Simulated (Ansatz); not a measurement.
# BrGa2H3N2 (SMILES [NH2][Ga]([Br])[NH][Ga]): what the fields show

```yaml
atoms:
  - { symbol: Br, position_ang: [0.2853, 3.4545, -1.5825] }
  - { symbol: Ga, position_ang: [0.2937, 1.1485, -1.7597] }
  - { symbol: Ga, position_ang: [-2.2805, 1.4645, 0.2013] }
  - { symbol: N, position_ang: [1.5663, 0.4263, -2.8072] }
  - { symbol: N, position_ang: [-1.0554, 0.4080, -0.7969] }
  - { symbol: H, position_ang: [2.2851, 0.9885, -3.2447] }
  - { symbol: H, position_ang: [1.7236, -0.5666, -2.9186] }
  - { symbol: H, position_ang: [-1.1311, -0.6095, -0.8212] }
```

Geometry: PBE0-D3(BJ)/def2-SVP.

The calculation used isolated molecule in a Gaussian basis; Kohn-Sham density functional theory, functional PBE0 in Ansatz 0.2.0.

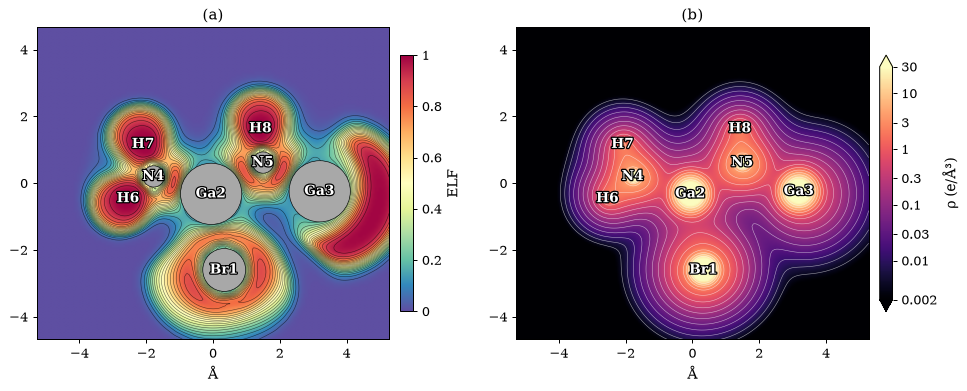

Figure 1. (a) electron localisation function; (b) total electron density on the molecular plane. Grey discs cover the atomic cores in the ELF map.

Q: Interpret the plot.

A:
- The section cuts through Br, Ga, N and H sites.
- Ga–N (1.80 Å): ρ is about 0.95 e/Å³ halfway; the ELF peaks at about 0.85 in the valence shell of N, 0.6 Å from its nucleus, and is about 0.35 at the midpoint.
- Ga–Br (2.31 Å): the density is about 0.61 e/Å³ at the midpoint; the ELF peaks at about 0.75 in the valence shell of Br, 1.0 Å from its nucleus, and is about 0.65 at the midpoint.
- N–H (1.01 Å): the density is about 2.8 e/Å³ at the midpoint; the ELF climbs to about 1 towards the hydrogen, as it does in any bond to H: a covalent bond by its length.
- Ga–N (1.90 Å): ρ is about 0.77 e/Å³ halfway; the ELF peaks at about 0.90 in the valence shell of N, 0.6 Å from its nucleus, and is about 0.35 at the midpoint.
- The ELF also peaks beside Br1, away from the bonds: lone-pair regions.

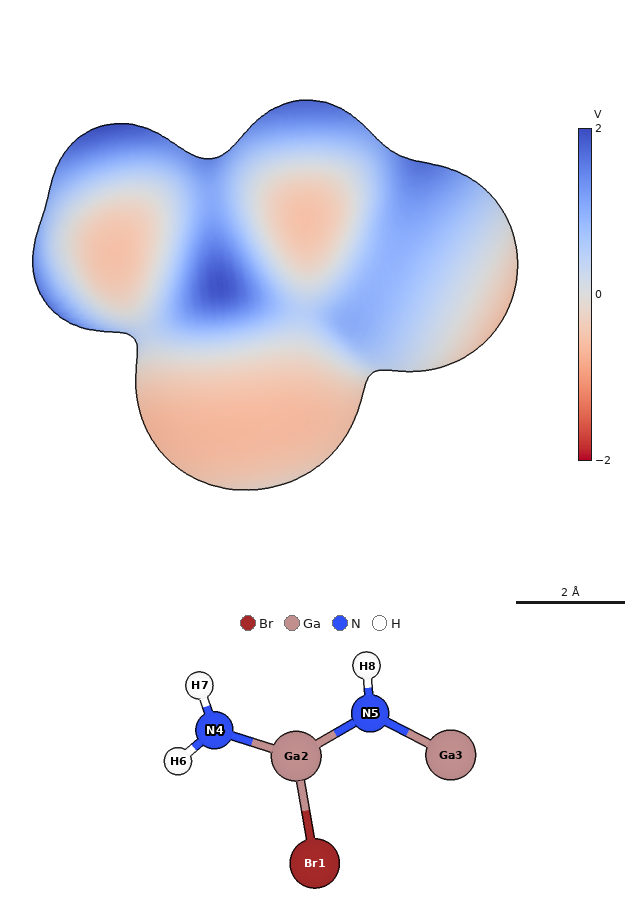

Figure 2. The molecular electrostatic potential painted on the density surface at 0.002 e/bohr³, seen at a tilt; red is negative and blue positive. The bare structure is drawn below in the same view.

Q: Which sites attract a positive test charge, and which a negative one?

A: A positive charge is drawn to the negative regions and a negative charge to the positive ones. The most negative region (about −0.7 V, or −16 kcal/mol for a unit charge) lies over N4, the most positive (about +1.9 V, or +44 kcal/mol for a unit charge) over Ga2 and H7.

Q: What dipole moment does the calculation give?

A: Its dipole moment is 3.07 D.

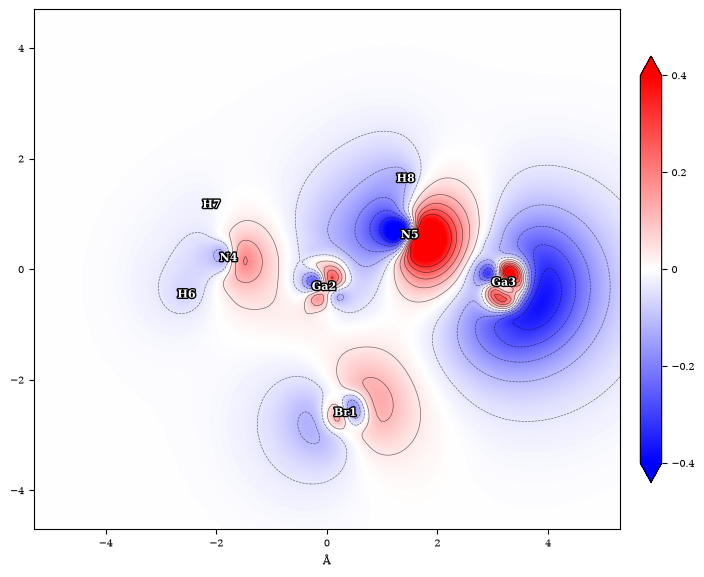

Figure 3. The HOMO on the molecular plane (values in Å⁻³ᐟ²; the overall sign is arbitrary).

Q: What is the character of this orbital?

A: It lies mainly on Ga3 (about 70 %) and N5 (about 20 %); it is symmetric in the molecular plane (an in-plane orbital: σ, lone-pair or in-plane π type). Its energy is −6.63 eV.
